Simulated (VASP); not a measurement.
Band structure of Mg$_{2}$Ge (antifluorite). Calculation: PBE GGA with D4 dispersion, VASP's PBE PAW potentials (set 64) (plane waves; VASP 6.6.1).

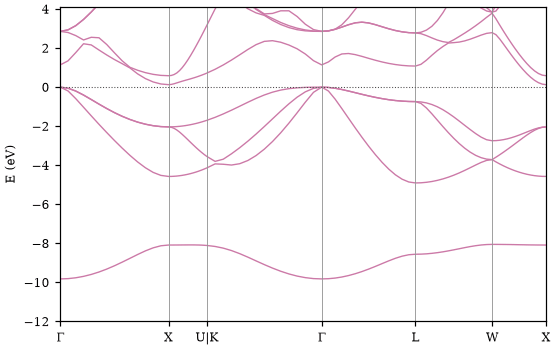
Figure. Bands along high-symmetry lines, zero at the valence-band maximum or, without a gap, the Fermi level

Q: Read the plot: is there a gap, and where are the band edges?

A: The gap is indirect, 0.13 eV, from the valence maximum at Γ to the conduction minimum at X. (Edges off the drawn lines would not show.)

Measured: gap 0.74 eV (computed value off by -0.61 eV), as given by Byungki Ryu et al., Journal of the Korean Physical Society (2019), arXiv:1905.06140.

The compound is Mg2Ge in the antifluorite structure. It was relaxed first.
